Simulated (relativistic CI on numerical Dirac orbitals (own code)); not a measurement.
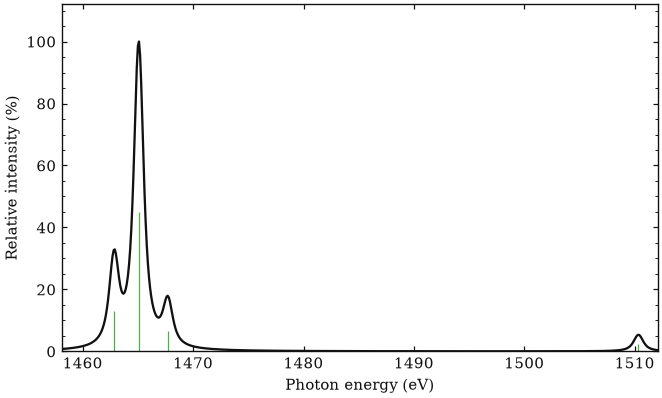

Computed core-level spectrum (absorption) of an ion of charge +3 in no crystal field (free ion). Sticks are the strongest transitions, on a scale of their own. Multiplet model: relativistic Dirac–Coulomb–Breit theory, one configuration a step, Slater integrals scaled by 0.9, 300 K, Voigt broadening (Lorentzian 0.9 eV, Gaussian 0.4 eV full widths), computed with a radial Dirac CI code.

### Which element and which edge or line is it?

M₄,₅ X-ray absorption of Tm³⁺ (thulium, Z = 69), initial configuration [Xe] 4f¹². The main maxima lie at 1462.9 eV (33), 1465.1 eV (100) and 1467.7 eV (18), heights in % of the largest; the centroid is at 1466.6 eV. The lower edge holds 0.96 of the intensity (branching ratio, edges parted at 1489 eV), and the core spin-orbit splitting of the orbitals is 46.0 eV. The ground state has S = 1.00.

Limits of the model: free-ion energies, so absolute edge positions are off by a few eV from solids.
